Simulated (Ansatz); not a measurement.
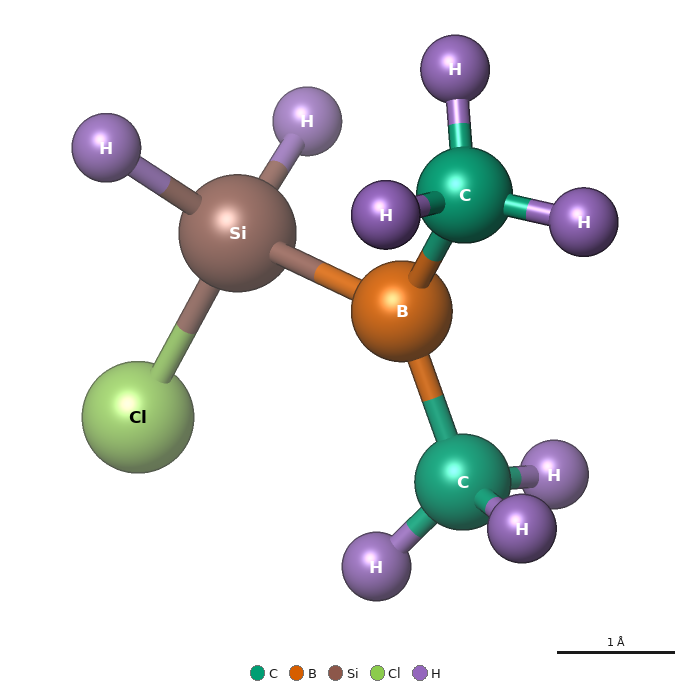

Depth is shown by fading: the farther an atom, the more it takes the colour of the background. The computed structure is the end point of a PBE-D4/def2-SVP optimisation. No frequency run is at hand to confirm it as a minimum. Masses are those of the most abundant isotopes; constants are for the rigid equilibrium geometry.

**What kind of rotor is it, and what are its rotational constants in cm⁻¹?**

An asymmetric top (C1): A = 0.172, B = 0.0521, C = 0.0414 cm⁻¹. Ray's parameter κ is −0.84, nearer the prolate limit.
